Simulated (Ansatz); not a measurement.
# CH5BFNSi: what the fields show

```yaml
atoms:
  - { symbol: B, position_ang: [-2.0070, -0.1022, -0.6432] }
  - { symbol: Si, position_ang: [-0.4337, -0.3283, 0.5863] }
  - { symbol: N, position_ang: [1.1027, -0.4475, -0.2717] }
  - { symbol: C, position_ang: [2.0800, 0.3301, -0.1794] }
  - { symbol: F, position_ang: [3.2002, 0.1483, -0.9069] }
  - { symbol: H, position_ang: [-3.1190, -0.0431, -0.1507] }
  - { symbol: H, position_ang: [-1.9124, -0.0289, -1.8522] }
  - { symbol: H, position_ang: [-0.6078, -1.6154, 1.3539] }
  - { symbol: H, position_ang: [-0.4267, 0.7995, 1.6068] }
  - { symbol: H, position_ang: [2.2068, 1.2361, 0.4598] }
```

Method: UKS PBE-D4/def2-SVP in Ansatz 0.2.0.

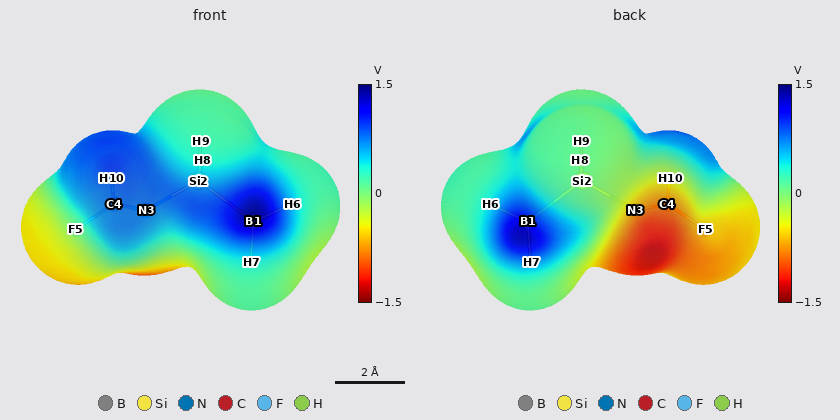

Figure 1. The electrostatic potential painted on the density surface at 0.001 e/bohr³, seen from the front and from behind; the colour scale runs from red (negative) to blue (positive).

**Which sites attract a positive test charge, and which a negative one?**

A positive charge is drawn to the negative regions and a negative charge to the positive ones. The most negative region (about −1.3 V) lies over N3, the most positive (about +1.3 V) over B1. N3 is the likeliest acceptor of a hydrogen bond.

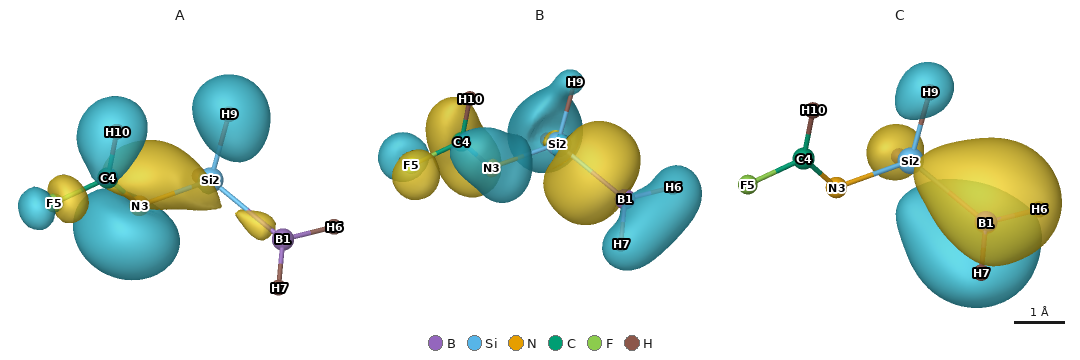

Figure 2. Three frontier orbitals at ±0.1 Å⁻³ᐟ² (yellow and cyan are the two phases), in no order.

**Which picture is the HOMO−1, the HOMO and the LUMO?**

B is the HOMO−1 (−7.03 eV). By Hirshfeld shares it lies mainly on B1 (about 25 %), Si2 (about 25 %), N3 (about 15 %), C4 (about 10 %), H8 (about 10 %) and F5 (about 10 %). A is the HOMO (−6.42 eV). By Hirshfeld shares it lies mainly on N3 (about 60 %), Si2 (about 10 %), C4 (about 10 %) and H9 (about 10 %). C is the LUMO (−3.56 eV). By Hirshfeld shares it lies mainly on B1 (about 65 %), H7 (about 5 %) and H6 (about 5 %).

**What is the HOMO–LUMO gap?**

2.86 eV between the orbital energies.

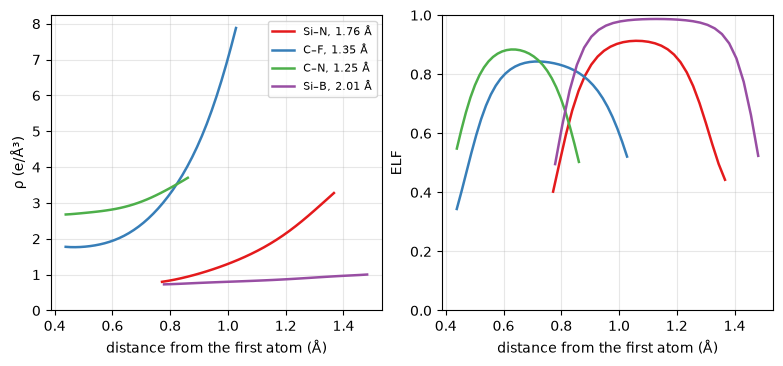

Figure 3. Total electron density and electron localisation function along straight lines between neighbouring atoms. The curves leave out the atomic cores.

**What can be read from the curves?**

Si–N (1.76 Å): ρ is about 0.99 e/Å³ halfway; the ELF peaks at about 0.90 between the atoms, as expected for a polar covalent bond.
C–F (1.35 Å): ρ is about 2.2 e/Å³ halfway, with its minimum of 1.8 e/Å³ about 0.5 Å from C; the ELF peaks at about 0.85 between the atoms, as expected for a polar covalent bond.
C–N (1.25 Å): ρ is about 2.9 e/Å³ halfway; the ELF peaks at about 0.90 between the atoms (a multiple bond).
Si–B (2.01 Å): ρ at the midpoint is about 0.8 e/Å³; the ELF peaks at about 1 between the atoms: a covalent bond.
